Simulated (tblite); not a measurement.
## Relaxed scan, with input and output: C3H4GeO2

The run: relaxed scan of C3H4GeO2. Method and program: GFN2-xTB relaxed scan under a harmonic restraint, gas phase (tblite 0.8.0).

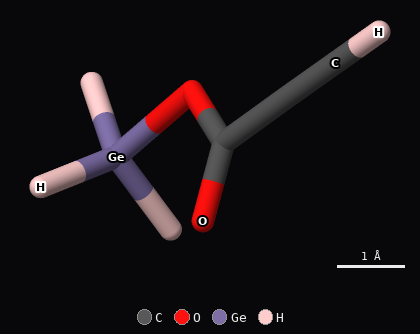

Fig. 1: The input geometry (stick view, seen at a tilt). Sticks mark near contacts.

### Results in brief

| quantity | value |
| --- | --- |
| outcome | converged |
| hardware | 1 CPU thread, shared host |
| wall time | 2.2 s |
| peak memory | 0.19 GiB |

### The input
```
{"job": {"xc": "GFN2-xTB", "basis": "xTB", "coordinate": [["t", [1, 2, 4, 5], 0.5], ["t", [3, 2, 4, 5], 0.5]], "kind": "drive"}, "charge": 0, "multiplicity": 1}
C      3.001219     0.642831    -0.227698
C      1.868564     0.247250    -0.224322
C      0.514340    -0.240374    -0.225562
O      0.203113    -1.351393    -0.597558
O     -0.374635     0.619082     0.212641
Ge    -2.041731    -0.146634     0.150425
H      3.993380     0.988870    -0.230992
H     -2.808850     1.018661     0.687629
H     -2.016260    -1.323926     1.064369
H     -2.330257    -0.449713    -1.280265
```

The first line tells a small driver script what to run in tblite; the rest is the geometry in Å.

Launch command:
```bash
OMP_NUM_THREADS=1 python <driver script> task.json out
```

### Output
```
point  coordinate     E/eV
  0    -75.600     -502.63310
  1    -61.000     -502.54091
  2    -46.100     -502.41440
  3    -30.800     -502.30264
  4    -15.400     -502.24834
  5     -0.200     -502.21321
  6     15.000     -502.20166
  7     30.100     -502.20749
  8     45.100     -502.21963
  9     60.100     -502.23790
 10     75.100     -502.24858
 11     90.000     -502.25359
```
